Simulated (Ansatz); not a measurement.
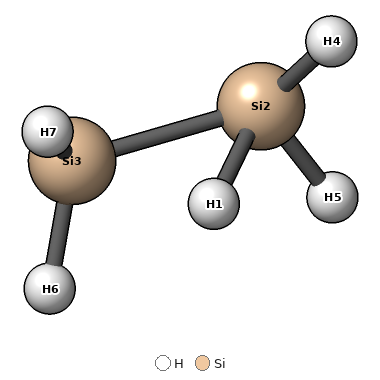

The system is the reacting system H5Si2 (one molecule; an intramolecular 1,2-shift), spin multiplicity 2; the picture shows the reference structure. The first coordinate is: distance H1–Si3 (bond that forms); the second: distance H1–Si2 (bond that breaks). Relaxed at each point: all other coordinates. The grid has 10 × 10 points. Points are written as (first, second). All energies are given in eV relative to a guessed transition structure relaxed with its forming and breaking bonds held. Level of theory: UKS r2SCAN-D4/def2-SVP in Ansatz.

Its coordinates:

```xyz
7

H     0.1857    0.2924    0.6905
Si    0.7008   -0.9744   -0.3313
Si   -0.9926    0.6119   -0.6054
H     2.1060   -0.4627   -0.3275
H     0.4882   -1.9942    0.7414
H    -2.0406    0.5172    0.4649
H    -0.4471    2.0096   -0.6326
```

Range: distance H1–Si3 (bond that forms) from 1.278 to 2.478 Å; distance H1–Si2 (bond that breaks) from 1.278 to 3.078 Å.

### Predict the map.

The lowest grid point is at (1.461 Å, 3.078 Å), −1.18 eV from a guessed transition structure relaxed with its forming and breaking bonds held. It lies at the edge of the scanned range, so the true minimum may lie outside. The energy also falls towards the edge at (2.478 Å, 1.553 Å) (0.43 eV above the lowest), where a further well may lie outside the range. The highest grid point, (1.278 Å, 1.278 Å), lies 3.72 eV above the lowest. On the interpolated surface the lowest path from the side where the first distance is long, about (2.48 Å, 1.48 Å), to the side where the second distance is long, about (1.50 Å, 3.08 Å), has its top at (1.713 Å, 1.734 Å), about 0.78 eV above the start and 1.2 eV above the end.

| second ↓, first → | 1.278 | 1.355 | 1.461 | 1.582 | 1.713 | 1.854 | 2.001 | 2.154 | 2.314 | 2.478 |
| --- | --- | --- | --- | --- | --- | --- | --- | --- | --- | --- |
| 3.078 | −0.62 | −0.98 | −1.18 | −1.12 | −0.85 | −0.46 | 0.00 | 0.47 | 0.90 | 1.22 |
| 2.832 | −0.55 | −0.89 | −1.07 | −0.99 | −0.72 | −0.33 | 0.13 | 0.60 | 1.02 | 1.34 |
| 2.593 | −0.37 | −0.71 | −0.89 | −0.82 | −0.55 | −0.16 | 0.29 | 0.75 | 1.18 | 1.49 |
| 2.362 | −0.12 | −0.47 | −0.66 | −0.60 | −0.36 | 0.01 | 0.45 | 0.89 | 1.27 | 1.38 |
| 2.141 | 0.16 | −0.20 | −0.41 | −0.38 | −0.16 | 0.17 | 0.52 | 0.78 | 0.87 | 0.79 |
| 1.931 | 0.49 | 0.10 | −0.14 | −0.15 | −0.01 | 0.18 | 0.32 | 0.35 | 0.27 | 0.15 |
| 1.734 | 0.86 | 0.44 | 0.14 | 0.01 | 0.00 | 0.02 | −0.01 | −0.13 | −0.26 | −0.41 |
| 1.553 | 1.28 | 0.79 | 0.39 | 0.16 | 0.04 | −0.08 | −0.25 | −0.42 | −0.59 | −0.75 |
| 1.393 | 1.81 | 1.30 | 0.85 | 0.56 | 0.34 | 0.10 | −0.12 | −0.32 | −0.52 | −0.70 |
| 1.278 | 2.54 | 2.01 | 1.54 | 1.21 | 0.91 | 0.62 | 0.38 | 0.15 | −0.07 | −0.26 |

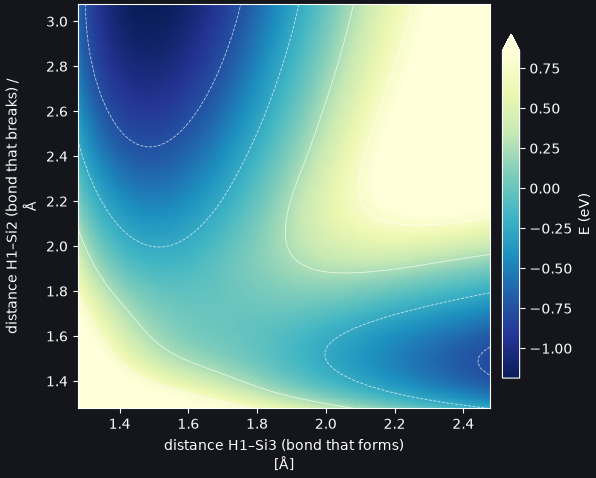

The picture shows a smooth colour map with a few white contour lines, one colour for all values above the top of the scale. Between grid points the surface is interpolated.

Each point was launched as `ansatz run input.yaml --threads 1 --pin off --max-ram 2560MiB --backend cpu --events-out ev --progress --plain --runs-dir out`. The whole map (100 points run) took 21 min on 1 thread of Intel(R) Xeon(R) Platinum 8488C (Sapphire Rapids), with other jobs on the host.
